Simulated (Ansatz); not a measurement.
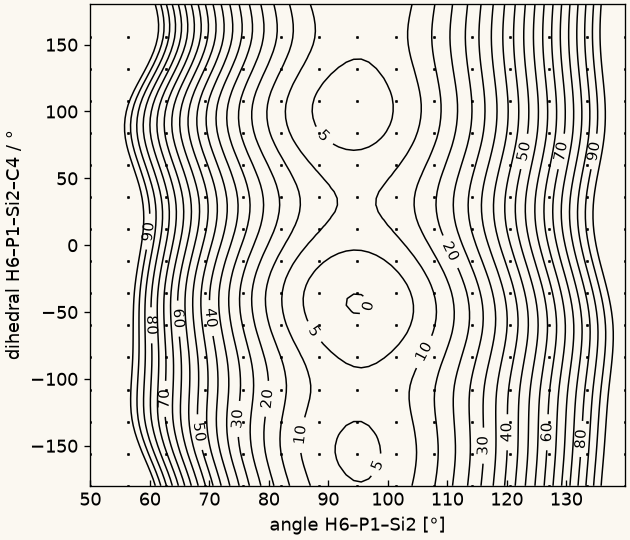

Energy landscape of CH₃ClNPSi, SMILES P[Si]1(Cl)C=N1. 
- Coordinates scanned: (1) angle H6–P1–Si2; (2) dihedral H6–P1–Si2–C4.
- Nothing is relaxed (all other coordinates rigid).
- The scan uses a 15 × 15 grid.
- All energies are given in kJ/mol relative to the lowest grid point.
- The calculation used RHF/def2-SVP in Ansatz.

The picture shows contour lines labelled in kJ/mol (none above 95), dots at the grid points. Between grid points the surface is interpolated. 

**Summarise what can be read from the map.**

The lowest grid point is at angle H6–P1–Si2 = 94.9°, dihedral H6–P1–Si2–C4 = −36°. There is a further well near angle H6–P1–Si2 = 94.9°, dihedral H6–P1–Si2–C4 = 108° (2.3 kJ/mol above the lowest at that grid point). The highest grid point, angle H6–P1–Si2 = 49.9°, dihedral H6–P1–Si2–C4 = 156°, lies 171 kJ/mol above the lowest. On the interpolated surface the easiest way out of the lowest well to the well at about angle H6–P1–Si2 = 94°, dihedral H6–P1–Si2–C4 = 100° passes a barrier of about 6.2 kJ/mol, counted from the interpolated bottom of the well. Round the minimum the two coordinates are weakly coupled (coupling 0.08 in units of the two stiffnesses).

Grid values (kJ/mol):

| dihedral H6–P1–Si2–C4 ↓, angle H6–P1–Si2 → | 49.9 | 56.3 | 62.8 | 69.2 | 75.6 | 82.1 | 88.5 | 94.9 | 101.3 | 107.8 | 114.2 | 120.6 | 127.1 | 133.5 | 139.9 |
| --- | --- | --- | --- | --- | --- | --- | --- | --- | --- | --- | --- | --- | --- | --- | --- |
| 156 | 171 | 125 | 87 | 57 | 34 | 18 | 9 | 6 | 8 | 16 | 27 | 43 | 64 | 87 | 112 |
| 132 | 154 | 112 | 77 | 50 | 30 | 15 | 7 | 4 | 7 | 15 | 27 | 43 | 62 | 85 | 111 |
| 108 | 134 | 97 | 66 | 42 | 24 | 11 | 4 | 2 | 5 | 13 | 25 | 41 | 61 | 83 | 109 |
| 84 | 128 | 92 | 64 | 41 | 24 | 12 | 5 | 3 | 6 | 14 | 26 | 42 | 61 | 84 | 109 |
| 60 | 135 | 99 | 70 | 47 | 29 | 16 | 9 | 7 | 9 | 17 | 29 | 45 | 64 | 87 | 112 |
| 36 | 145 | 107 | 76 | 52 | 33 | 19 | 12 | 9 | 12 | 19 | 31 | 47 | 67 | 91 | 116 |
| 12 | 149 | 109 | 76 | 51 | 32 | 18 | 10 | 8 | 11 | 18 | 30 | 47 | 67 | 91 | 117 |
| −12 | 146 | 105 | 72 | 46 | 27 | 13 | 6 | 3 | 6 | 14 | 26 | 43 | 63 | 87 | 113 |
| −36 | 141 | 101 | 68 | 43 | 24 | 10 | 2 | 0 | 3 | 10 | 22 | 38 | 58 | 81 | 107 |
| −60 | 138 | 100 | 68 | 44 | 25 | 11 | 3 | 1 | 3 | 10 | 21 | 36 | 56 | 78 | 103 |
| −84 | 135 | 99 | 70 | 46 | 28 | 15 | 7 | 4 | 6 | 13 | 24 | 38 | 57 | 79 | 104 |
| −108 | 132 | 97 | 69 | 47 | 29 | 16 | 9 | 6 | 8 | 15 | 26 | 41 | 60 | 81 | 106 |
| −132 | 135 | 99 | 69 | 46 | 28 | 15 | 7 | 5 | 7 | 15 | 26 | 41 | 61 | 83 | 108 |
| −156 | 149 | 109 | 75 | 49 | 29 | 15 | 7 | 4 | 7 | 14 | 26 | 42 | 61 | 84 | 110 |
| −180 | 167 | 122 | 85 | 56 | 33 | 17 | 8 | 5 | 7 | 15 | 27 | 43 | 63 | 86 | 112 |

The whole map (225 points run) took 15 min on 1 thread of Arm Neoverse N1 (shared host).
